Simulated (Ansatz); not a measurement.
**A computed series for Cr: pressure series**

Consider Cr in the bcc (W type) structure (space group Im-3m, No. 229; non-magnetic).

```
Cr
1.0
   -1.42397     1.42397     1.42397
    1.42397    -1.42397     1.42397
    1.42397     1.42397    -1.42397
Cr
1
Cartesian
  0.00000   0.00000   0.00000
```

Cell and atoms are relaxed at each pressure.

Method: Ansatz (an electronic-structure program), PBE, PAW, cutoff 420 eV, spin-orbit coupling left out.

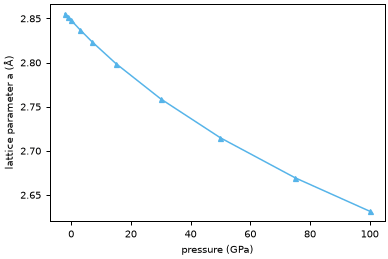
Fig. 1. Lattice parameter a against pressure

| pressure (GPa) | lattice parameter a |
|---|---|
| -2 | 2.855 Å |
| -1 | 2.852 Å |
| 3 | 2.837 Å |
| 7 | 2.824 Å |
| 15 | 2.799 Å |
| 30 | 2.759 Å |
| 50 | 2.715 Å |
| 75 | 2.669 Å |
| 100 | 2.631 Å |

Load acts through the strain it causes; cell and atoms are relaxed under it. Whether these cells are dynamically stable was not tested. No other phases were tried under pressure. Seeded moments were not kept for the base. All final runs are without spin polarisation. Real Cr is antiferromagnetic at low temperature and ambient pressure, an order that this cell doesn't hold.
